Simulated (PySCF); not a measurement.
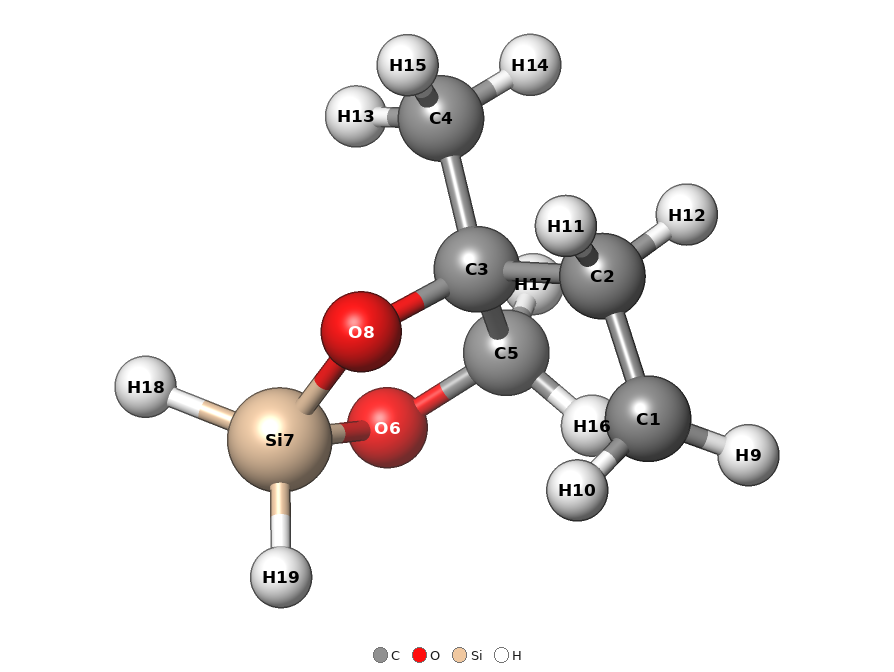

State: neutral, doublet. The geometry was computed by an optimisation with GFN2-xTB. No frequency run is at hand to confirm it as a minimum. Method: UKS B3LYP, pcH-1 on C H O Si, non-relativistic (PySCF 2.14.0). Fermi-contact and spin-dipolar terms alone, no spin-orbit part.

Question. Which nucleus has the largest dipolar (anisotropic) hyperfine coupling?

Answer. 13C at C1: principal values −80.7, −80.0, 160.7 MHz.

List the isotropic and dipolar parts for the most strongly coupled nuclei, one of each equivalent set.

```json
{"atom": "C1", "isotope": "13C", "a_iso (MHz)": "89.2", "dipolar part (MHz)": "−80.7, −80.0, 160.7"}
{"atom": "H9", "isotope": "1H", "a_iso (MHz)": "−63.9", "dipolar part (MHz)": "−39.3, 0.2, 39.2"}
{"atom": "H10", "isotope": "1H", "a_iso (MHz)": "−63.2", "dipolar part (MHz)": "−38.9, −0.2, 39.1"}
{"atom": "C3", "isotope": "13C", "a_iso (MHz)": "57.4", "dipolar part (MHz)": "−6.5, −5.6, 12.1"}
{"atom": "H16", "isotope": "1H", "a_iso (MHz)": "−1.6", "dipolar part (MHz)": "−8.2, −3.8, 12.1"}
{"atom": "H11", "isotope": "1H", "a_iso (MHz)": "98.2", "dipolar part (MHz)": "−5.4, −4.0, 9.4"}
{"atom": "H12", "isotope": "1H", "a_iso (MHz)": "3.9", "dipolar part (MHz)": "−5.1, −3.9, 9.0"}
{"atom": "C5", "isotope": "13C", "a_iso (MHz)": "5.5", "dipolar part (MHz)": "−2.7, −1.3, 4.1"}
```

The geometry is semi-empirical. Around Si such bond lengths and angles can be off by a tenth of an ångström or more and by several degrees, and values that hang on the shape move with them.
